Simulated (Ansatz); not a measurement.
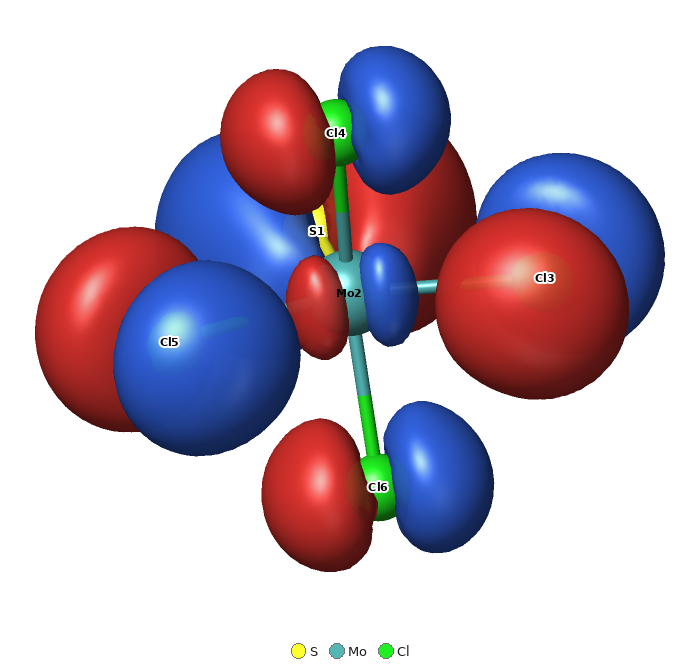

Cl4MoS (SMILES [S]=[Mo]([Cl])([Cl])([Cl])[Cl]). The HOMO−1 at ±0.06 Å⁻³ᐟ² (red and blue are the two phases), seen at a tilt.

Geometry: PBE0-D4/def2-TZVP; core potentials replace the inner electrons of Mo.

Theory: RKS PBE0-D4/def2-TZVPP (Ansatz 0.2.0).

```xyz
6

S    -2.0770   -0.0971    0.1460
Mo   -0.0299   -0.0122   -0.0050
Cl    0.7230   -1.0793    1.8599
Cl    0.5359   -1.9022   -1.1412
Cl    0.3514    1.1020   -1.9535
Cl    0.5386    1.9248    1.0476
```

**Where does this orbital lie, and at what energy?**

By Hirshfeld shares it lies mainly on S1 (about 35 %), Cl3 (about 25 %), Cl5 (about 25 %) and Mo2 (about 5 %); largely a combination of lone pairs on S1, Cl3 and Cl5. It is one of a degenerate set, so its orientation is arbitrary. Its energy is −8.95 eV.
